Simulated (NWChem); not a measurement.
**One shape, several levels: C4H4 (1-buten-3-yne)**

Wanted: a comparison of 6 runs (HF/STO-3G, M06-2X/cc-pVDZ, B3LYP/6-31G*, SVWN5/cc-pVDZ, r2SCAN/cc-pVDZ) of C4H4 (1-buten-3-yne). 

The results are computed with NWChem 7.3.0.

1 further run of the same task is left out (set aside as unsound or not needed).

### Step 1. The system as given

The species is C4H4 (8 atoms), meant as a singlet with charge 0. As SMILES, `C#CC=C`. Geometry: relaxed at PBE0-D4/def2-TZVP.

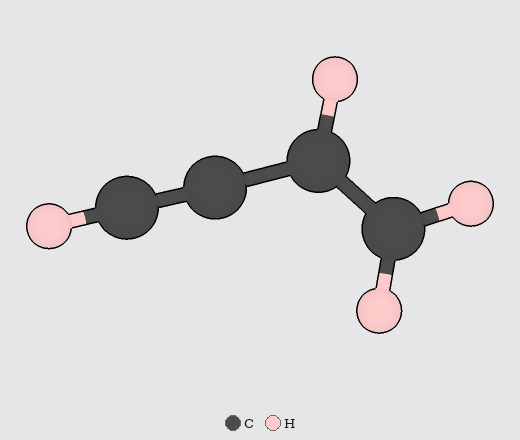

Viewed from a chosen angle; carbon dark grey, hydrogen pink.

### Step 2. Energy and gradient at HF/STO-3G (run 1)

Input file run.py:

```python
from ase import Atoms
from ase.calculators.nwchem import NWChem

molecule = Atoms('CCCCHHHH', positions=[
    [-1.091410, 1.580200, -0.894340],
    [-0.344360, 0.836000, -0.315100],
    [0.557310, -0.009980, 0.378930],
    [0.447630, -1.336260, 0.433930],
    [-1.757270, 2.231190, -1.409380],
    [1.379720, 0.485740, 0.888310],
    [1.169620, -1.929270, 0.981270],
    [-0.361240, -1.857610, -0.063610],
])

calc = NWChem(
    label='mol',
    theory='scf',
    memory='2200 mb',
    basis='STO-3G',
    basispar='spherical bse',
    scf={'nopen': '0', 'rhf': None, 'thresh': '1e-08', 'maxiter': '80'},
)
molecule.calc = calc

forces = molecule.get_forces()
print("Total energy (eV):", round(molecule.get_potential_energy(), 6))
print("forces (eV/A):")
for s, f in zip(molecule.symbols, forces):
    print(f"{s:2s} {f[0]:10.5f} {f[1]:10.5f} {f[2]:10.5f}")
print("dipole (e A):", molecule.get_dipole_moment().round(4))
```

Started as:

```bash
$ export ASE_NWCHEM_COMMAND="nwchem PREFIX.nwi > PREFIX.nwo"
$ python run.py
```

The program printed:

```text
Total energy (eV): -4130.744023
forces (eV/A):
C     2.70408   -2.77479    2.10471
C    -3.78343    3.84447   -2.94052
C     1.01070   -2.22123    0.90205
C     0.12516    1.31507   -0.04330
H    -0.03080    0.03291   -0.02422
H    -0.02324   -0.04890   -0.01142
H    -0.09107   -0.07811   -0.05374
H     0.08865   -0.06947    0.06644
dipole (e A): [ 0.0231 -0.0567  0.0212]
```

The calculator wrote mol.nwi:

```
title "mol"

permanent_dir mol

scratch_dir mol

start mol

geometry units angstrom nocenter noautosym noautoz
  C  -1.0914100000000000e+00 1.5802000000000000e+00 -8.9434000000000002e-01
  C  -3.4436000000000000e-01 8.3599999999999997e-01 -3.1509999999999999e-01
  C  5.5730999999999997e-01 -9.9799999999999993e-03 3.7892999999999999e-01
  C  4.4762999999999997e-01 -1.3362600000000000e+00 4.3392999999999998e-01
  H  -1.7572700000000001e+00 2.2311899999999998e+00 -1.4093800000000001e+00
  H  1.3797200000000001e+00 4.8574000000000001e-01 8.8831000000000004e-01
  H  1.1696200000000001e+00 -1.9292700000000000e+00 9.8126999999999998e-01
  H  -3.6124000000000001e-01 -1.8576100000000000e+00 -6.3610000000000000e-02
end

memory 2200 mb

basis spherical bse noprint
   * library STO-3G
end

scf
  nopen 0
  rhf
  thresh 1e-08
  maxiter 80
end

task scf gradient
```

mol.nwo:

```text
Northwest Computational Chemistry Package (NWChem) 7.3.0
             --------------------------------------------------------

           Job information
           ---------------

    nwchem branch   = 7.3.0
    use scalapack   = T
    input           = mol.nwi
    prefix          = mol.
    data base       = mol/mol.db
    status          = startup
    nproc           =        1

           Memory information
           ------------------

[... 5 lines left out ...]
    hardfail = no
[... 129 lines left out ...]
         Quadratically convergent ROHF
[... 14 lines left out ...]
       Final RHF  results
[... 4 lines left out ...]
      Two-electron energy =    141.873196087788
[... 33 lines left out ...]
                       ROHF Final Molecular Orbital Analysis
[... 217 lines left out ...]
                 ----------------------------------------
                 |  Time  |  1-e(secs)   |  2-e(secs)   |
                 ----------------------------------------
                 |  CPU   |       0.00   |       0.10   |
                 ----------------------------------------
                 |  WALL  |       0.00   |       0.10   |
                 ----------------------------------------

 Task  times  cpu:        1.2s     wall:        1.2s
 Total times  cpu:        1.2s     wall:        1.2s
```

Run time: 3.3 s. Hardware: 1 thread of Intel Xeon Platinum 8259CL at 2.50GHz (Skylake/Cascade Lake), shared host; peak memory 0.1 GiB.

### Step 3. Energy and forces at M06-2X/cc-pVDZ (run 2)

Input file run.py:

```python
from ase import Atoms
from ase.calculators.nwchem import NWChem

mol = Atoms(['C', 'C', 'C', 'C', 'H', 'H', 'H', 'H'], positions=[
    [-1.091410, 1.580200, -0.894340],
    [-0.344360, 0.836000, -0.315100],
    [0.557310, -0.009980, 0.378930],
    [0.447630, -1.336260, 0.433930],
    [-1.757270, 2.231190, -1.409380],
    [1.379720, 0.485740, 0.888310],
    [1.169620, -1.929270, 0.981270],
    [-0.361240, -1.857610, -0.063610],
])

calc = NWChem(
    label='a',
    theory='dft',
    memory='2200 mb',
    basis='cc-pVDZ',
    basispar='spherical bse',
    dft={'xc': 'm06-2x', 'mult': '1', 'grid': 'xfine', 'convergence': 'energy 1e-08', 'iterations': '100', 'mulliken': None, 'print': 'low'},
)
mol.calc = calc

forces = mol.get_forces()
e = mol.get_potential_energy()
print(f"E = {e:.6f} eV")
print("forces (eV/A):")
for s, f in zip(mol.symbols, forces):
    print(f"{s:2s} {f[0]:10.5f} {f[1]:10.5f} {f[2]:10.5f}")
```

Started as:

```bash
$ export ASE_NWCHEM_COMMAND="nwchem PREFIX.nwi > PREFIX.nwo"
$ python run.py
```

The program printed:

```text
E = -4208.875772 eV
forces (eV/A):
C    -0.38129    0.36602   -0.29424
C     0.18882   -0.21700    0.14954
C     0.27367   -0.11493    0.19669
C    -0.02479   -0.10644   -0.00632
H    -0.21525    0.20929   -0.16645
H     0.18399    0.10757    0.11400
H     0.19695   -0.13395    0.14686
H    -0.22209   -0.11056   -0.14013
```

The calculator wrote a.nwi:

```
title "a"

permanent_dir a

scratch_dir a

start a

geometry units angstrom nocenter noautosym noautoz
  C  -1.0914100000000000e+00 1.5802000000000000e+00 -8.9434000000000002e-01
  C  -3.4436000000000000e-01 8.3599999999999997e-01 -3.1509999999999999e-01
  C  5.5730999999999997e-01 -9.9799999999999993e-03 3.7892999999999999e-01
  C  4.4762999999999997e-01 -1.3362600000000000e+00 4.3392999999999998e-01
  H  -1.7572700000000001e+00 2.2311899999999998e+00 -1.4093800000000001e+00
  H  1.3797200000000001e+00 4.8574000000000001e-01 8.8831000000000004e-01
  H  1.1696200000000001e+00 -1.9292700000000000e+00 9.8126999999999998e-01
  H  -3.6124000000000001e-01 -1.8576100000000000e+00 -6.3610000000000000e-02
end

memory 2200 mb

basis spherical bse noprint
   * library cc-pVDZ
end

dft
  xc m06-2x
  mult 1
  grid xfine
  convergence energy 1e-08
  iterations 100
  mulliken
  print low
end

task dft gradient
```

a.nwo:

```text
Northwest Computational Chemistry Package (NWChem) 7.3.0
             --------------------------------------------------------

           Job information
           ---------------

    nwchem branch   = 7.3.0
    use scalapack   = T
    input           = a.nwi
    prefix          = a.
    data base       = a/a.db
    status          = startup
    nproc           =        1

           Memory information
           ------------------

[... 5 lines left out ...]
    hardfail = no
[... 37 lines left out ...]
            Nuclear Dipole moment (a.u.)
[... 87 lines left out ...]
         Total DFT energy =     -154.673333020621
[... 1 line left out ...]
           Coulomb energy =      163.332023843062
[... 1 line left out ...]
 Nuclear repulsion energy =       90.450182346699
[... 29 lines left out ...]
                         DFT ENERGY GRADIENTS

    atom               coordinates                        gradient
                 x          y          z           x          y          z
   1 C      -2.062466   2.986145  -1.690058    0.007415  -0.007118   0.005722
   2 C      -0.650746   1.579811  -0.595453   -0.003672   0.004220  -0.002908
   3 C       1.053163  -0.018859   0.716074   -0.005322   0.002235  -0.003825
[... 4 lines of this table left out ...]
   8 H      -0.682645  -3.510374  -0.120205    0.004319   0.002150   0.002725

 Task  times  cpu:       73.8s     wall:       73.8s
 Total times  cpu:       73.8s     wall:       73.8s
```

Run time: 76 s. Hardware: 1 thread of Intel Xeon Platinum 8259CL at 2.50GHz (Skylake/Cascade Lake), shared host; peak memory 0.14 GiB.

Runs 3 to 4 aren't shown in full; the table further down has their settings and results.

### Step 4. Energy and forces at SVWN5/cc-pVDZ (run 5)

Input file input.xyz:

```xyz
8

C     -1.091410     1.580200    -0.894340
C     -0.344360     0.836000    -0.315100
C      0.557310    -0.009980     0.378930
C      0.447630    -1.336260     0.433930
H     -1.757270     2.231190    -1.409380
H      1.379720     0.485740     0.888310
H      1.169620    -1.929270     0.981270
H     -0.361240    -1.857610    -0.063610
```

Input file run.py:

```python
from ase.io import read
from ase.calculators.nwchem import NWChem

molecule = read('input.xyz')

calc = NWChem(
    label='input',
    theory='dft',
    memory='2200 mb',
    basis='cc-pVDZ',
    basispar='spherical bse',
    dft={'xc': 'slater vwn_5', 'mult': '1', 'grid': 'xfine', 'convergence': 'energy 1e-08', 'iterations': '100', 'mulliken': None},
)
molecule.calc = calc

forces = molecule.get_forces()
e = molecule.get_potential_energy()
print(f"E = {e:.6f} eV")
print("forces (eV/A):")
for s, f in zip(molecule.symbols, forces):
    print(f"{s:2s} {f[0]:10.5f} {f[1]:10.5f} {f[2]:10.5f}")
print("dipole (e A):", molecule.get_dipole_moment().round(4))
```

Started as:

```bash
$ export ASE_NWCHEM_COMMAND="nwchem PREFIX.nwi > PREFIX.nwo"
$ python run.py
```

The program printed:

```text
E = -4170.891787 eV
forces (eV/A):
C    -0.86060    0.87448   -0.66895
C     1.42573   -1.40393    1.10419
C    -0.58189    0.52029   -0.44547
C     0.01059   -0.09395    0.01640
H    -0.46825    0.45344   -0.36181
H     0.53119    0.32149    0.32859
H     0.46953   -0.36433    0.35420
H    -0.52630   -0.30745   -0.32715
dipole (e A): [ 0.0381 -0.0504  0.0308]
```

The calculator wrote input.nwi:

```
title "input"

permanent_dir input

scratch_dir input

start input

geometry units angstrom nocenter noautosym noautoz
  C  -1.0914100000000000e+00 1.5802000000000000e+00 -8.9434000000000002e-01
  C  -3.4436000000000000e-01 8.3599999999999997e-01 -3.1509999999999999e-01
  C  5.5730999999999997e-01 -9.9799999999999993e-03 3.7892999999999999e-01
  C  4.4762999999999997e-01 -1.3362600000000000e+00 4.3392999999999998e-01
  H  -1.7572700000000001e+00 2.2311899999999998e+00 -1.4093800000000001e+00
  H  1.3797200000000001e+00 4.8574000000000001e-01 8.8831000000000004e-01
  H  1.1696200000000001e+00 -1.9292700000000000e+00 9.8126999999999998e-01
  H  -3.6124000000000001e-01 -1.8576100000000000e+00 -6.3610000000000000e-02
end

memory 2200 mb

basis spherical bse noprint
   * library cc-pVDZ
end

dft
  xc slater vwn_5
  mult 1
  grid xfine
  convergence energy 1e-08
  iterations 100
  mulliken
end

task dft gradient
```

input.nwo:

```text
Northwest Computational Chemistry Package (NWChem) 7.3.0
             --------------------------------------------------------

           Job information
           ---------------

    nwchem branch   = 7.3.0
    use scalapack   = T
    input           = input.nwi
    prefix          = input.
    data base       = input/input.db
    status          = startup
    nproc           =        1

           Memory information
           ------------------

[... 5 lines left out ...]
    hardfail = no
[... 100 lines left out ...]
  convergence criterion.
[... 37 lines left out ...]
          Spatial weights used:  Erf1
[... 32 lines left out ...]
 1-e energy   =    -381.938221
[... 45 lines left out ...]
           Coulomb energy =      163.414053184308
[... 603 lines left out ...]
          Convergence on density requested:  1.00D-05
[... 23 lines left out ...]
          total energy or number of iterations.
[... 36 lines left out ...]
                 ----------------------------------------
                 |  Time  |  1-e(secs)   |  2-e(secs)   |
                 ----------------------------------------
                 |  CPU   |       0.01   |       2.85   |
                 ----------------------------------------
                 |  WALL  |       0.01   |       2.85   |
                 ----------------------------------------

 Task  times  cpu:       28.3s     wall:       28.3s
 Total times  cpu:       28.3s     wall:       28.3s
```

Run time: 31 s. Hardware: 1 thread of Intel Xeon Platinum 8259CL at 2.50GHz (Skylake/Cascade Lake), shared host; peak memory 0.14 GiB.

### Step 5. Energy and gradient at r2SCAN/cc-pVDZ (run 6)

Input file c4h4.nw:

```
start c4h4
title "C4H4 gradient"
memory total 2200 mb
charge 0

geometry units au noautosym nocenter noautoz
 C  -2.06246599  2.98614522 -1.69005766
 C  -0.65074609  1.57981104 -0.59545270
 C   1.05316327 -0.01885947  0.71607392
 C   0.84589811 -2.52516543  0.82000886
 H  -3.32075903  4.21633803 -2.66334221
 H   2.60729293  0.91791557  1.67866261
 H   2.21026147 -3.64579192  1.85433155
 H  -0.68264467 -3.51037415 -0.12020548
end

basis spherical bse
 * library cc-pVDZ
end

dft
 xc r2scan
 grid xfine
 convergence energy 1e-08
 iterations 100
 mulliken
 print medium
end

task dft gradient
```

Started as:

```bash
$ nwchem c4h4.nw > c4h4.out
```

The program printed:

```text
[...]
          Wavefunction type:  closed shell.
          No. of atoms     :     8
          No. of electrons :    28
[...]
          Charge           :     0
          Spin multiplicity:     1
[...]
          AO basis - number of functions:    76
[...]
              XC Information
              --------------
                      r^2SCAN Method XC Functional
               r^2SCAN metaGGA Exchange Functional  1.000
                     r^2SCAN Correlation Potential  1.000
[...]
 d= 0,ls=0.0,diis     1   -154.6094969588 -2.45D+02  9.22D-03  2.77D-01     5.9
[...]
 d= 0,ls=0.0,diis    11   -154.6419086632 -7.42D-09  4.62D-07  3.00D-09    60.8
         Total DFT energy =     -154.641908663247
      One electron energy =     -385.457545800187
           Coulomb energy =      163.372018908129
    Exchange-Corr. energy =      -23.006557609423
 Nuclear repulsion energy =       90.450175838233
[...]
  wavefunction    = closed shell
                         DFT ENERGY GRADIENTS
    atom               coordinates                        gradient
                 x          y          z           x          y          z
   1 C      -2.062466   2.986145  -1.690058    0.017112  -0.017395   0.013301
   2 C      -0.650746   1.579811  -0.595453   -0.019032   0.018746  -0.014743
   3 C       1.053163  -0.018859   0.716074    0.002010  -0.010764   0.002415
   4 C       0.845898  -2.525165   0.820009    0.000561   0.009856  -0.000583
   5 H      -3.320759   4.216338  -2.663342    0.004164  -0.003968   0.003212
   6 H       2.607293   0.917916   1.678663   -0.005318  -0.003317  -0.003277
   7 H       2.210261  -3.645792   1.854332   -0.004622   0.003656  -0.003496
   8 H      -0.682645  -3.510374  -0.120205    0.005125   0.003186   0.003170
[...]
```

Run time: 77 s. Hardware: 1 thread of Intel Xeon Platinum 8259CL at 2.50GHz (Skylake/Cascade Lake), shared host; peak memory 0.14 GiB.

### Step 6. The series

```csv
run,level,iteration cap,module,energy (Eh),dipole moment (D),HOMO energy (eV),LUMO energy (eV),wall time
1,HF/STO-3G,80,scf,-151.802044,0.31,-7.67,6.91,3.3 s
2,M06-2X/cc-pVDZ,100,dft,-154.673333,–,–,–,76 s
3,B3LYP/6-31G* (spherical functions),100,dft,-154.730020,0.32,-6.58,-0.65,37 s
4,B3LYP/6-31G* (Cartesian functions),100,dft,-154.733514,0.33,-6.58,-0.65,37 s
5,SVWN5/cc-pVDZ,100,dft,-153.277447,0.34,-6.14,-1.89,31 s
6,r2SCAN/cc-pVDZ,100,dft,-154.641909,0.37,-6.21,-1.57,77 s
```

### Step 7. What came out

| quantity | value |
| --- | --- |
| run 6: total energy | -154.64191 Eh |
| run 6: dipole moment | 0.37 D |
| run 6: HOMO energy | -6.21 eV |
| run 6: LUMO energy | -1.57 eV |
| run 6: HOMO–LUMO gap | 4.64 eV |
| run 6: largest force on an atom | 1.569 eV/Å |

In words: Over runs 1, 3, 4, 5, 6 the dipole moment (its size) runs from 0.31 D (HF/STO-3G) to 0.37 D (r2SCAN/cc-pVDZ). The two ends differ in method and basis. Over runs 1, 3, 4, 5, 6 the HOMO–LUMO gap runs from 4.25 eV (SVWN5/cc-pVDZ) to 14.58 eV (HF/STO-3G). Totals of different functionals can't be ranked against each other. In run 1 the basis is minimal, so the values are rough. All runs together took 4.3 min, the longest 77 s.
